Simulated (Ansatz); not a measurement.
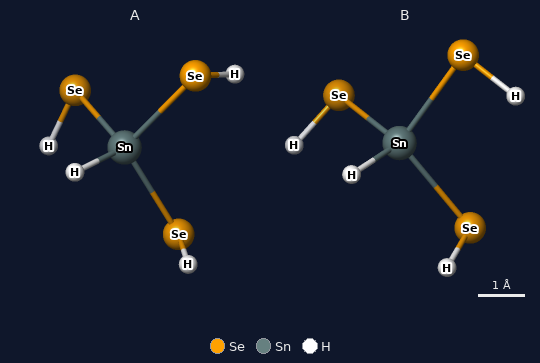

Two geometries of SnH$_{4}$Se$_{3}$, drawn at one scale. One is the start of a relaxation, the other its converged end. Style: ball-and-stick. Shown at a tilt.

Level of theory: Ansatz, RKS PBE0-D4/def2-TZVP. (force threshold 0.005 eV/Å; at most 150 steps)

### Which of the two is the end point?

Structure A is the relaxed one. The start comes from PBE-D4/def2-SVP. After 26 accepted moves (36 points after the start) the energy has fallen by 0.072 eV. The largest force component goes from 0.5 to 0.0027 eV/Å. The line search rejected the trial steps at points 1, 3, 8, 10, 11, 17, 21, 24 and more of the run. An H atom moves most after the best rigid fit: 0.99 Å. Largest moves by element: H 0.99 Å, Se 0.68 Å, Sn 0.26 Å. Among the contacts that change: Se–Sn 2.575 → 2.527 Å, H–Sn 1.735 → 1.707 Å, H–Se 1.487 → 1.471 Å. Bond angles that change, for instance: Se–Sn–Se 113.2° → 105.3°, Se–Sn–H 114.3° → 106.7°, Se–Sn–H 106.7° → 111.2°. Groups turn about Se–Sn by about 70°, Se–Sn by about 35°, Se–Sn by about 30°.
